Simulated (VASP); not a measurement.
Consider the following.

```
CrO2
1.0
    4.35613     0.00000     0.00000
    0.00000     4.35613     0.00000
    0.00000     0.00000     2.85989
Cr O
2 4
Cartesian
  0.00000   4.35613   0.00000
  2.17806   2.17806   1.42994
  1.31957   1.31957   0.00000
  3.49763   0.85849   1.42994
  0.85849   3.49763   1.42994
  3.03656   3.03656   2.85989
```
Starting moments (μB, in the order of the record's atoms Cr Cr O O O O): 2.0 2.0 0.0 0.0 0.0 0.0.

These are LDA (Ceperley-Alder, Perdew-Zunger), VASP's LDA PAW potentials (set 64) (plane waves; VASP) values and carry that method's errors. Run with 520 eV cut-off, 8×8×12 Γ-centred mesh, tetrahedra with Blöchl corrections, potentials Cr_pv O.

The moments were started parallel, and other spin orders were not tried in this run.

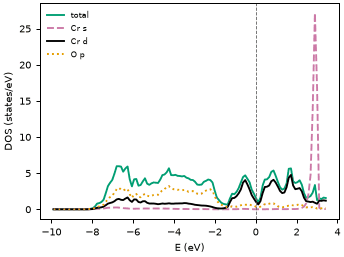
Fig. 1. Total and projected density of states, zero at the Fermi level

Within 2 eV below the Fermi level the largest weight inside VASP's projection spheres is Cr d, then O p.

It has no gap at this level: it comes out as a metal or semimetal.

The compound is CrO2 in the rutile structure. It was relaxed first.
